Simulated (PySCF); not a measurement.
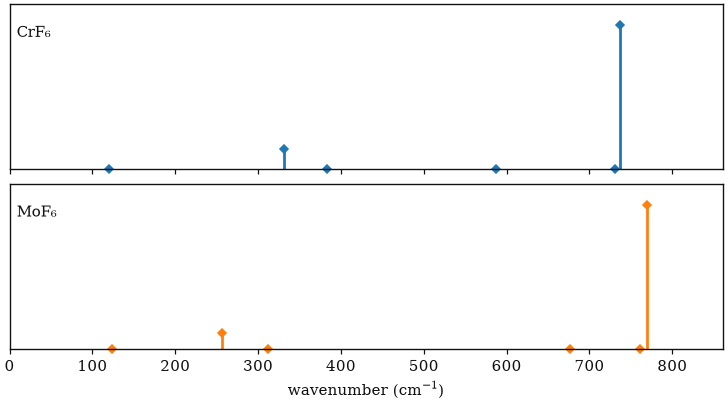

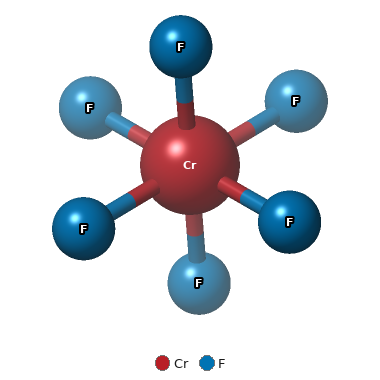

Harmonic infrared lines of CrF₆ and MoF₆, all Oh singlets, each the lowest point that its search found (CrF₆ is drawn); the central atom changes down one group of the periodic table. PBE0/def2-SVP (core potentials past Kr), PySCF, unscaled, no spin-orbit coupling; each panel is scaled to its strongest line, degenerate modes are one line with their intensities summed, and dots on the axis are modes too weak to show or inactive.

**How do the bond length and the stretches change along the series?**

Mean bond length: CrF₆ 1.701, MoF₆ 1.817 Å, rising down the group. Highest t1u mode: CrF₆ 737, MoF₆ 769 cm⁻¹, rising down the group.

Caveats, for all or some of the runs: closed-shell stability not tested; double-zeta basis on some or all atoms.
